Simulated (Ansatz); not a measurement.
Sn$_{2}$Ge$_{3}$Se$_{5}$

```
Sn Ge Se
1.0
     4.13610    0.00000    0.00000
     0.00000    4.13610    0.00000
     0.00000    0.00000   29.56031
Sn Ge Se
4 6 10
Direct
  0.00000 0.00000 0.40186
  0.50000 0.50000 0.90186
  0.50000 0.50000 0.09814
  0.00000 0.00000 0.59814
  0.50000 0.50000 0.29387
  0.00000 0.00000 0.79387
  0.00000 0.00000 0.00000
  0.50000 0.50000 0.50000
  0.00000 0.00000 0.20613
  0.50000 0.50000 0.70613
  0.50000 0.50000 0.40431
  0.00000 0.00000 0.90431
  0.50000 0.50000 0.00000
  0.00000 0.00000 0.50000
  0.00000 0.00000 0.09569
  0.50000 0.50000 0.59569
  0.50000 0.50000 0.20529
  0.00000 0.00000 0.70529
  0.00000 0.00000 0.29471
  0.50000 0.50000 0.79471
```

Space group I4/mmm; a structure generated by program, which may or may not match a known phase; computed pressure about −3 GPa in this cell.

All numbers below come from Ansatz, DFT PBEsol, scalar-relativistic, plane waves, PAW.

**What will maps of the valence pseudo-density and electron localisation function show?**

Ge–Se (2.62 Å): ρ is about 0.42 e/Å³ halfway, with its minimum of 0.37 e/Å³ about 1.1 Å from Ge; the ELF is about 0.65 at the midpoint.
Sn–Se (2.90 Å): ρ is about 0.27 e/Å³ halfway; the ELF is about 0.45 at the midpoint and 0.30 at its lowest between the atoms.
Ge–Se (2.83 Å): ρ is about 0.28 e/Å³ halfway; the ELF is about 0.50 at the midpoint.
Sn–Se (3.17 Å): ρ is about 0.17 e/Å³ halfway; the ELF is about 0.30 at the midpoint.
Bader's partition of the density gives Sn +0.86, Ge +0.67 and Se −0.79 to −0.70 e.

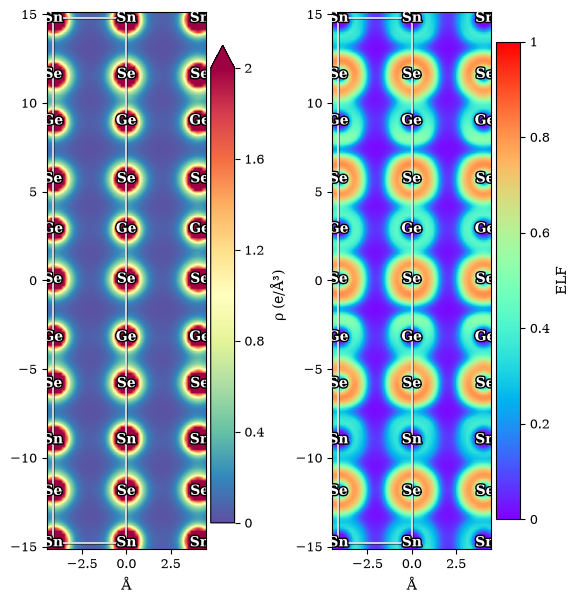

Computed valence pseudo-density and electron localisation function on the (010) plane of the conventional cell, in this order. 

In a PAW calculation such maps are meaningful between the atoms, not at the nuclei.
